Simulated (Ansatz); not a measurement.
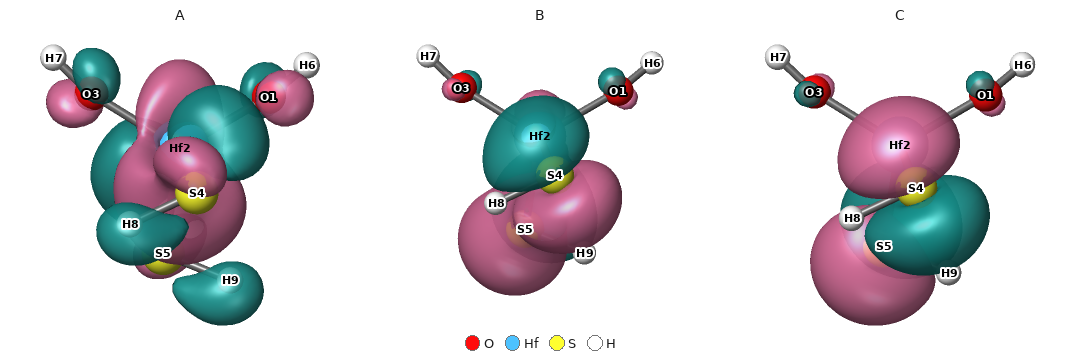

Figure 1: H4HfO2S2 (SMILES [OH][Hf]([OH])([SH])[SH]). Three frontier orbitals at ±0.1 Å⁻³ᐟ² (teal and pink are the two phases), in no order.

Geometry: PBE0-D4/def2-TZVP; core potentials replace the inner electrons of Hf.

The calculation used RKS PBE0-D4/def2-TZVPP (Ansatz 0.2.0).

The calculation's input:

```
crystal:
  periodic: [false, false, false]
  atoms:
    - {symbol: O, position_ang: [-0.956216, 0.781429, -1.564490]}
    - {symbol: Hf, position_ang: [0.066281, 0.039030, -0.140622]}
    - {symbol: O, position_ang: [1.921539, -0.212489, -0.485029]}
    - {symbol: S, position_ang: [-1.053002, -2.095784, 0.346743]}
    - {symbol: S, position_ang: [0.019938, 1.487240, 1.846485]}
    - {symbol: H, position_ang: [-1.294743, 1.247955, -2.322056]}
    - {symbol: H, position_ang: [2.787779, -0.368537, -0.847558]}
    - {symbol: H, position_ang: [-0.165002, -2.391045, 1.315220]}
    - {symbol: H, position_ang: [-1.326555, 1.512212, 1.851307]}
basis:
  gaussian: {orbitals: def2-TZVPP}
hamiltonian: {xc: pbe0, dispersion: d4}
output: {orbitals: {seedname: orbitals}}
```

Run with:

```sh
ansatz run in.yaml --threads 4 --pin off --events-out ev --progress --plain --max-ram 10444MiB
```

Which picture is the HOMO−1, the HOMO and the LUMO?

Answer. B is the HOMO−1 (−7.71 eV). Its weight (Hirshfeld) is mainly on S4 (about 40 %), S5 (about 40 %) and Hf2 (about 15 %); largely a combination of lone pairs on S4 and S5. C is the HOMO (−7.10 eV). By Hirshfeld shares it lies mainly on S4 (about 45 %) and S5 (about 45 %); largely a combination of lone pairs on S4 and S5. A is the LUMO (−0.66 eV). By Hirshfeld shares it lies mainly on Hf2 (about 60 %), S4 (about 10 %) and S5 (about 10 %).

What is the HOMO–LUMO gap?

Answer. 6.44 eV between the orbital energies.
